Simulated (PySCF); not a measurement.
**C2H9FOSi2: density, localisation and related maps**

| atom | x (Å) | y (Å) | z (Å) |
| --- | --- | --- | --- |
| C | -2.3950 | 0.2411 | -0.1805 |
| C | -1.3350 | -0.0814 | 0.8437 |
| O | -0.0544 | 0.1000 | 0.2694 |
| Si | 1.3695 | -0.3971 | 0.9401 |
| F | 1.6442 | 0.4287 | 2.3186 |
| Si | 3.0427 | 0.1177 | -0.6050 |
| H | -2.3045 | -0.4234 | -1.0526 |
| H | -3.4002 | 0.1192 | 0.2500 |
| H | -2.2878 | 1.2790 | -0.5288 |
| H | -1.4476 | -1.1235 | 1.2002 |
| H | -1.4394 | 0.5748 | 1.7264 |
| H | 1.2759 | -1.8321 | 1.3456 |
| H | 2.8202 | -0.6678 | -1.8571 |
| H | 3.0018 | 1.5778 | -0.9176 |
| H | 4.3863 | -0.2303 | -0.0501 |

Geometry: PBE0-D3(BJ)/def2-SVP.

Theory: B3LYP/def2-SVPD, SCF density, gas phase in PySCF.

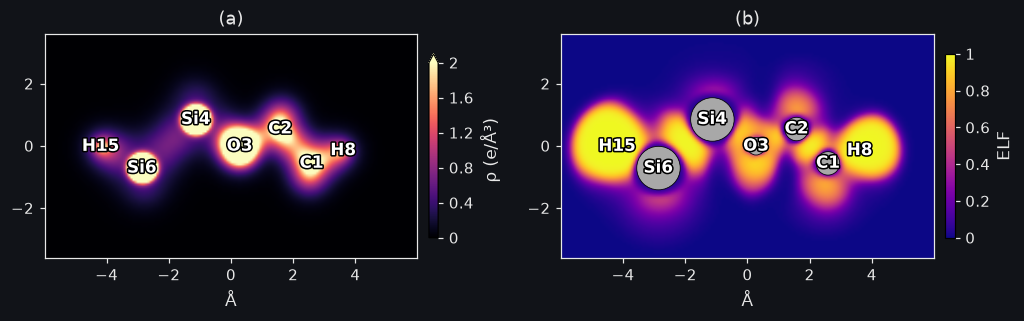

Figure 1. (a) total electron density; (b) electron localisation function on the plane of atoms Si4, Si6 and H15. Grey discs cover the atomic cores in the ELF map.

What does the map show?

Answer. The section cuts through C, O, Si and H sites. C–O (1.42 Å): ρ at the midpoint is about 2 e/Å³, with its minimum of 1.7 e/Å³ about 0.5 Å from C; the ELF peaks at about 0.90 between the atoms, as expected for a shared but strongly polarised pair. C–C (1.51 Å): the density is about 1.7 e/Å³ at the midpoint; the ELF peaks at about 0.95 between the atoms; localised, covalent bonding. Si–O (1.65 Å): the density is about 1.1 e/Å³ at the midpoint; the ELF peaks at about 0.90 between the atoms: a shared but strongly polarised pair. Si–Si (2.33 Å): ρ at the midpoint is about 0.69 e/Å³; the ELF peaks at about 1 between the atoms, as expected for a covalent bond. C–H (1.10 Å): the density is about 1.9 e/Å³ at the midpoint; the ELF climbs to about 1 towards the hydrogen, as it does in any bond to H (a covalent bond by its length). The ELF also peaks beside O3, away from the bonds: lone-pair regions.

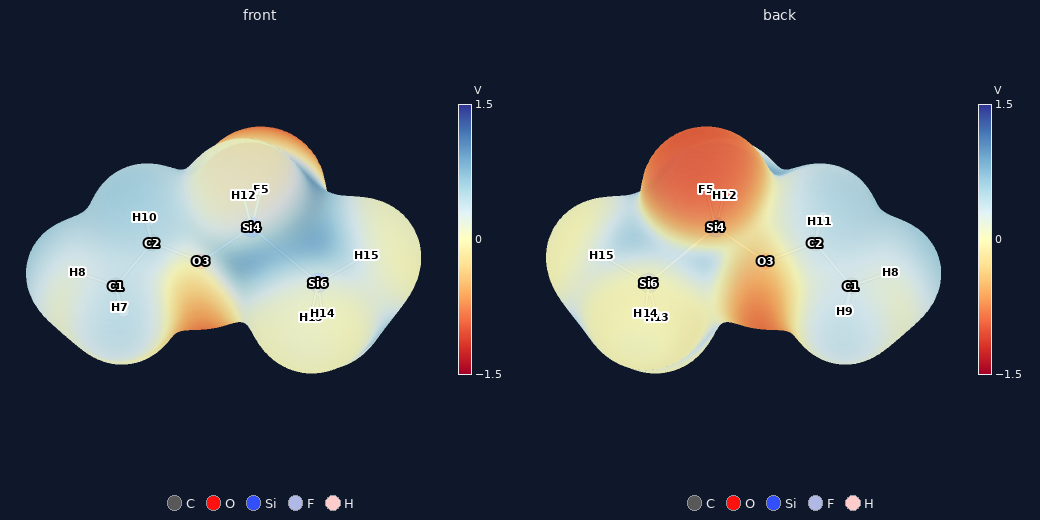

Figure 2. The molecular electrostatic potential painted on the density surface at 0.001 e/bohr³, seen from the front and from behind; red is negative and blue positive.

Which sites attract a positive test charge, and which a negative one?

Answer. A positive charge is drawn to the negative regions and a negative charge to the positive ones. The most negative region (about −1.0 V) lies over F5, the most positive (about +0.8 V) over Si4 and Si6.
